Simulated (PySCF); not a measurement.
Consider C6H11N3.

Input file:

```
{"job": {"kind": "uv", "xc": "PBE0", "basis": "def2-SVPD", "ip": true, "dynamic": true}, "charge": 0, "multiplicity": 1}
C     -1.667222    -0.578001     0.566821
C     -0.549933     0.307576     0.002968
C     -0.409317     1.569716     0.864285
C     -0.875844     0.699995    -1.438133
C      0.751640    -0.453898     0.044542
C      1.695921    -0.723478    -0.970126
N      2.697369    -1.424046    -0.446080
N      2.348323    -1.553091     0.810068
N      1.210742    -1.004099     1.168578
H     -1.792719    -1.488686    -0.039257
H     -1.434492    -0.886205     1.596317
H     -2.624507    -0.033485     0.571429
H     -1.352780     2.138436     0.872527
H     -0.153329     1.303816     1.900290
H      0.384583     2.226405     0.476149
H     -0.964263    -0.185751    -2.086409
H     -1.832839     1.242053    -1.476904
H     -0.102223     1.359751    -1.861723
H      1.689841    -0.455538    -2.023583
H      2.926925    -2.056283     1.472358
```

Run with:

```sh
OMP_NUM_THREADS=1 python probes_run.py task.json out
```

Geometry: PBE0-D3(BJ)/def2-SVP.

All numbers below come from PySCF, PBE0/def2-SVPD, SCF density, gas phase.

### What can the converged electron density and electron localisation function tell about the bonding?

N–N (1.31 Å): ρ is about 2.7 e/Å³ halfway; the ELF peaks at about 0.90 between the atoms (localised, covalent bonding).
C–N (1.33 Å): ρ at the midpoint is about 2.5 e/Å³; the ELF peaks at about 0.90 between the atoms: a covalent bond.
C–C (1.41 Å): ρ is about 2 e/Å³ halfway; the ELF peaks at about 0.95 between the atoms; a covalent bond.
N–H (1.01 Å): ρ is about 3 e/Å³ halfway; the ELF climbs to about 1 towards the hydrogen, as it does in any bond to H; an ordinary covalent bond to hydrogen.

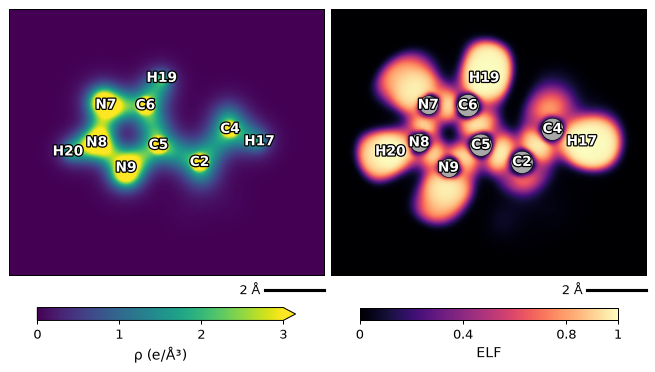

Computed electron density and electron localisation function on the plane of atoms N7, N8 and H20, in this order. Grey discs cover the atomic cores in the ELF map. 
